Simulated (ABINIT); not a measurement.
# CsPbCl3 (Pm-3m): G0W0 with ABINIT, start to end

Aim: the G0W0 gap of CsPbCl3 (Pm-3m) on PBEsol, step by step.

Calculated with ABINIT 10.8.3; PBEsol and many-body steps on it, plane waves.

## Step 1: The structure

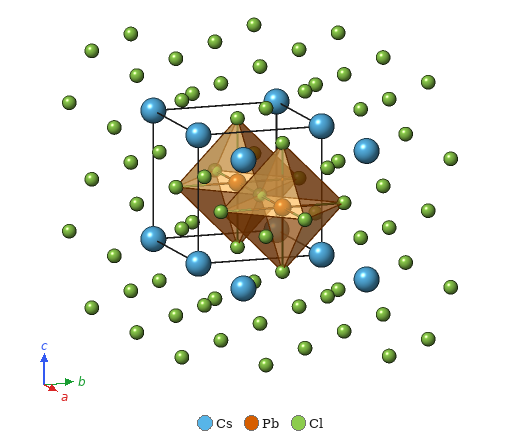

The starting structure, seen slightly off an axis (caesium blue, lead orange, chlorine green). 2×1×1 cells are drawn. Some periodic images of atoms are drawn too.

The cell and positions come from the Crystallography Open Database and are kept as given unless a step says otherwise. Spin-orbit coupling is left out unless a step names it.

## Step 2: Ground state

This step: ABINIT 10.8.3; DFT, PBEsol, plane waves, norm-conserving pseudopotentials.

The ground-state density comes first.

run.abi reads:

```
acell 3*1.0 Angstrom
rprim 
  5.605000000000 0.000000000000 0.000000000000
  0.000000000000 5.605000000000 0.000000000000
  0.000000000000 0.000000000000 5.605000000000
ntypat 3
znucl 55 82 17
natom 5
typat 1 2 3 3 3
xred 
  0.000000000000 0.000000000000 0.000000000000
  0.500000000000 0.500000000000 0.500000000000
  0.500000000000 0.500000000000 0.000000000000
  0.000000000000 0.500000000000 0.500000000000
  0.500000000000 0.000000000000 0.500000000000
pp_dirpath "pseudos"
pseudos "Cs.upf, Pb.upf, Cl.upf"
ecut 32
ngkpt 4 4 4
nshiftk 1
shiftk 0 0 0
kptopt 1
chksymbreak 0
nband 32
occopt 1
tolvrs 1e-10
nstep 60
prtwf 0
optforces 0
optstress 0
indata_prefix "in"
outdata_prefix "out"
tmpdata_prefix "tmp"
```

Command:

```bash
$ OMP_NUM_THREADS=1 mpirun -n 8 abinit run.abi > log
```

Numbers of over 12 decimals in the logs are rounded to 6 here.

What it wrote:

```text
.Version 10.8.3 of ABINIT. v10.8.2 released Aug 2026.

 Symmetries : space group Pm -3 m (#221); Bravais cP (primitive cubic)
================================================================================
 Values of the parameters that define the memory need of the present run
     intxc =       0    ionmov =       0      iscf =       7    lmnmax =       8
     lnmax =       8     mgfft =      54  mpssoang =       4    mqgrid =    3001
     natom =       5  nloc_mem =       1    nspden =       1   nspinor =       1
    nsppol =       1      nsym =      48    n1xccc =    2501    ntypat =       3
    occopt =       1   xclevel =       2
-    mband =          32        mffmem =           1         mkmem =           2
       mpw =       10315          nfft =      157464          nkpt =          10
================================================================================
  Rough estimation (10% accuracy) of disk space for files :
================================================================================

--------------------------------------------------------------------------------
------------- Echo of variables that govern the present computation ------------
--------------------------------------------------------------------------------
 -outvars: echo values of preprocessed input variables --------
            acell      1.8897261259E+00  1.8897261259E+00  1.8897261259E+00 Bohr

      chksymbreak           0
             ecut      3.20000000E+01 Hartree
-          fftalg         312

              ixc     -116133
              kpt      0.00000000E+00  0.00000000E+00  0.00000000E+00
                       2.50000000E-01  0.00000000E+00  0.00000000E+00
                       5.00000000E-01  0.00000000E+00  0.00000000E+00
                       2.50000000E-01  2.50000000E-01  0.00000000E+00
                       5.00000000E-01  2.50000000E-01  0.00000000E+00
                       5.00000000E-01  5.00000000E-01  0.00000000E+00
                       2.50000000E-01  2.50000000E-01  2.50000000E-01
                       5.00000000E-01  2.50000000E-01  2.50000000E-01
                       5.00000000E-01  5.00000000E-01  2.50000000E-01
                       5.00000000E-01  5.00000000E-01  5.00000000E-01
         kptrlatt        4    0    0      0    4    0      0    0    4
          kptrlen      4.23676597E+01
P           mkmem           2
            natom           5
            nband          32
            ngfft          54      54      54
             nkpt          10
            nstep          60
             nsym          48
           ntypat           3
              occ      2.000000  2.000000  2.000000  2.000000  2.000000  2.000000
                       2.000000  2.000000  2.000000  2.000000  2.000000  2.000000
                       2.000000  2.000000  2.000000  2.000000  2.000000  2.000000
                       2.000000  2.000000  2.000000  2.000000  2.000000  2.000000
                       2.000000  2.000000  0.000000  0.000000  0.000000  0.000000
                       0.000000  0.000000
        optforces           0
        optstress           0
            prtwf           0
            rprim      5.6050000000E+00  0.0000000000E+00  0.0000000000E+00
                       0.0000000000E+00  5.6050000000E+00  0.0000000000E+00
[...]
spgroup         221

           tolvrs      1.00000000E-10

             xred      0.0000000000E+00  0.0000000000E+00  0.0000000000E+00
[...]
znucl       55.00000   82.00000   17.00000

================================================================================

 chkinp: Checking input parameters for consistency.

================================================================================
== DATASET  1 ==================================================================
-   mpi_nproc: 8, omp_nthreads: 1 (-1 if OMP is not activated)
-    --> not optimal distribution: autoparal keyword recommended in input file <--

--- !DatasetInfo
iteration_state: {dtset: 1, }
dimensions: {natom: 5, nkpt: 10, mband: 32, nsppol: 1, nspinor: 1, nspden: 1, mpw: 10315, }
cutoff_energies: {ecut:  32.0, pawecutdg:  -1.0, }
electrons: {nelect:   5.20000000E+01, charge:   0.00000000E+00, occopt:   1.00000000E+00, tsmear:   1.00000000E-02, }

 Real(R)+Recip(G) space primitive vectors, cartesian coordinates (Bohr,Bohr^-1):
 R(1)= 10.5919149  0.0000000  0.0000000  G(1)=  0.0944116  0.0000000  0.0000000
 R(2)=  0.0000000 10.5919149  0.0000000  G(2)=  0.0000000  0.0944116  0.0000000
 R(3)=  0.0000000  0.0000000 10.5919149  G(3)=  0.0000000  0.0000000  0.0944116
 Unit cell volume ucvol=  1.1882928E+03 bohr^3
 Angles (23,13,12)=  9.00000000E+01  9.00000000E+01  9.00000000E+01 degrees

 getcut: wavevector=  0.0000  0.0000  0.0000  ngfft=  54  54  54
         ecut(hartree)=     32.000   => boxcut(ratio)=   2.00207

--- Pseudopotential description ------------------------------------------------
- Cs Generated using ONCVPSP code by D. R. Hamann
- 55.00000   9.00000  180301                  znucl, zion, pspdat
12 -116133 3 -1 2384                          pspcod,pspxc,lmax,lloc,mmax
     nproj     2     2     2     2
  pspatm : epsatm=   22.12462466
         --- l  ekb(1:nproj) -->
[...]
pspatm: atomic psp has been read  and splines computed

- Pb Generated using ONCVPSP code by D. R. Hamann
- 82.00000  22.00000  180301                  znucl, zion, pspdat
12 -116133 2 -1 1678                          pspcod,pspxc,lmax,lloc,mmax
     nproj     2     2     2     0
  pspatm : epsatm=   27.24616311
         --- l  ekb(1:nproj) -->
[...]
pspatm: atomic psp has been read  and splines computed

- Cl Generated using ONCVPSP code by D. R. Hamann
- 17.00000   7.00000  180301                  znucl, zion, pspdat
12 -116133 2 -1 1028                          pspcod,pspxc,lmax,lloc,mmax
     nproj     2     2     2     0
  pspatm : epsatm=    8.95520293
         --- l  ekb(1:nproj) -->
[...]
pspatm: atomic psp has been read  and splines computed

   3.96429262E+03                                ecore*ucvol(ha*bohr**3)
--------------------------------------------------------------------------------

_setup2: Arith. and geom. avg. npw (full set) are   10275.234   10275.182

================================================================================

--- !BeginCycle
iteration_state: {dtset: 1, }
solver: {iscf: 7, nstep: 60, nline: 4, wfoptalg: 0, }
tolerances: {tolvrs: 1.00E-10, }

     iter   Etot(hartree)      deltaE(h)  residm     vres2
 ETOT  1  -281.75587245579    -2.818E+02 3.322E-01 2.088E+02
 ETOT  2  -282.29690368568    -5.410E-01 7.655E-03 1.952E+01
 ETOT  3  -282.30069723236    -3.794E-03 4.966E-03 4.881E+00
 ETOT  4  -282.30093733974    -2.401E-04 1.125E-03 5.364E-01
 ETOT  5  -282.30096531420    -2.797E-05 7.042E-04 6.774E-02
 ETOT  6  -282.30096753560    -2.221E-06 9.488E-05 1.016E-02
 ETOT  7  -282.30096822456    -6.890E-07 4.124E-05 2.209E-03
 ETOT  8  -282.30096831722    -9.267E-08 3.872E-05 2.191E-04
 ETOT  9  -282.30096832657    -9.351E-09 1.818E-05 5.551E-06
 ETOT 10  -282.30096832691    -3.341E-10 2.188E-05 1.198E-07
 ETOT 11  -282.30096832689     1.484E-11 1.247E-05 2.493E-09
 ETOT 12  -282.30096832691    -1.228E-11 1.563E-05 4.829E-10
 ETOT 13  -282.30096832689     1.467E-11 8.806E-06 2.191E-11

 At SCF step   13       vres2   =  2.19E-11 < tolvrs=  1.00E-10 =>converged.

--- !ResultsGS
iteration_state: {dtset: 1, }
comment   : Summary of ground state results
lattice_vectors:
- [ 10.5919149,   0.0000000,   0.0000000, ]
- [  0.0000000,  10.5919149,   0.0000000, ]
- [  0.0000000,   0.0000000,  10.5919149, ]
lattice_lengths: [  10.59191,   10.59191,   10.59191, ]
lattice_angles: [ 90.000,  90.000,  90.000, ] # degrees, (23, 13, 12)
lattice_volume:   1.1882928E+03
convergence: {deltae:  1.467E-11, res2:  2.191E-11, residm:  8.806E-06, diffor:  0.000E+00, }
etotal    :  -2.82300968E+02
entropy   :   0.00000000E+00
fermie    :   9.98791681E-02
cartesian_stress_tensor: null
pressure_GPa: null
xred      :
- [  0.0000E+00,   0.0000E+00,   0.0000E+00, Cs]
- [  5.0000E-01,   5.0000E-01,   5.0000E-01, Pb]
- [  5.0000E-01,   5.0000E-01,   0.0000E+00, Cl]
- [  0.0000E+00,   5.0000E-01,   5.0000E-01, Cl]
- [  5.0000E-01,   0.0000E+00,   5.0000E-01, Cl]
cartesian_forces: null
force_length_stats: {min: null, max: null, mean: null, }

 Integrated electronic density in atomic spheres:
 ------------------------------------------------
 Atom  Sphere_radius  Integrated_density
[...]
================================================================================

 ----iterations are completed or convergence reached----

 Mean square residual over all n,k,spin=   56.445E-09; max=  88.059E-07
 reduced coordinates (array xred) for    5 atoms
       0.000000000000      0.000000000000      0.000000000000
       0.500000000000      0.500000000000      0.500000000000
       0.500000000000      0.500000000000      0.000000000000
       0.000000000000      0.500000000000      0.500000000000
       0.500000000000      0.000000000000      0.500000000000
 rms dE/dt=  0.0000E+00; max dE/dt=  0.0000E+00; dE/dt below (all hartree)
    1       0.000000000000      0.000000000000      0.000000000000
    2       0.000000000000      0.000000000000      0.000000000000
    3       0.000000000000      0.000000000000      0.000000000000
    4       0.000000000000      0.000000000000      0.000000000000
    5       0.000000000000      0.000000000000      0.000000000000

 cartesian coordinates (angstrom) at end:
    1      0.000000     0.000000     0.000000
    2      2.802500     2.802500     2.802500
    3      2.802500     2.802500     0.000000
    4      0.000000     2.802500     2.802500
    5      2.802500     0.000000     2.802500
 length scales=  1.889726125908  1.889726125908  1.889726125908 bohr
              =  1.000000000000  1.000000000000  1.000000000000 angstroms
 prteigrs : about to open file out_EIG
 Fermi (or HOMO) energy (hartree) =   0.09988   Average Vxc (hartree)=  -0.30000
 Eigenvalues (hartree) for nkpt=  10  k points:
 kpt#   1, nband= 32, wtk=  0.01563, kpt=  0.0000  0.0000  0.0000 (reduced coord)
  -5.02656   -2.88240   -2.88240   -2.88240   -0.68474   -0.51774   -0.51774   -0.50853
  -0.50853   -0.50853   -0.45676   -0.42387   -0.42387   -0.19876   -0.19876   -0.19876
  -0.14606   -0.07351   -0.07351   -0.07351    0.00308    0.00308    0.00308    0.00704
   0.00704    0.00704    0.21783    0.25443    0.25443    0.28712    0.28712    0.28712
 prteigrs : prtvol=0 or 1, do not print more k-points.

--- !EnergyTerms
iteration_state     : {dtset: 1, }
comment             : Components of total free energy in Hartree
kinetic             :  8.07559648699163E+01
hartree             :  1.00398603835807E+02
xc                  : -5.38761915623029E+01
Ewald energy        : -1.33017418738071E+02
psp_core            :  3.33612451348275E+00
local_psp           : -3.03628946249310E+02
non_local_psp       :  2.37308950035864E+01
total_energy        : -2.82300968326891E+02
total_energy_eV     : -7.68180068675747E+03
band_energy         : -3.81871275579971E+01

== END DATASET(S) ==============================================================
================================================================================

 -outvars: echo values of variables after computation  --------
           etotal     -2.8230096833E+02
            nband          32
             nkpt          10
          spgroup         221
 [... the other variables as echoed above ...]

 Calculation completed.
```

Elapsed: 35 s, on 8 MPI ranks of Arm Neoverse V2, shared host; peak memory 0.79 GiB; 4.6 min of CPU time.

This step gave:

| Quantity | Value |
| --- | --- |
| total energy | -7681.8007 eV |
| gap | 1.798 eV |
| k of the valence top | 0.5, 0.5, 0.5 |
| k of the conduction bottom | 0.5, 0.5, 0.5 |
| least direct gap | 1.798 eV |

The gap is direct, at (0.500, 0.500, 0.500).

(Continued in part 2 of 3.)

[Paths, hosts, dates, memory and timing lines, banners, echoed tables and standing remarks are left out of the program output.]

[Logs are printed without paths, hosts, clocks, repeated set-up lines and the standing remarks that a program may print on its own settings, such as how far it seeks lower states.]

[Runs of the session that timed out or met a known fault of the program may be left out.]

[Hosts, paths, dates, database ids (printed as entryN), source tags and the programs' standing remarks are cut or masked in the printed files.]

[G0W0 gaps are taken among the corrected bands and points alone; a level outside them can change the order at an edge.]

[Where Ansatz stands beside ABINIT at settings called matched, ABINIT's density can come from a denser mesh and the files from another edition; pairs whose starting gaps differed by over 0.03 eV were left out, so agreement reads better than it is.]
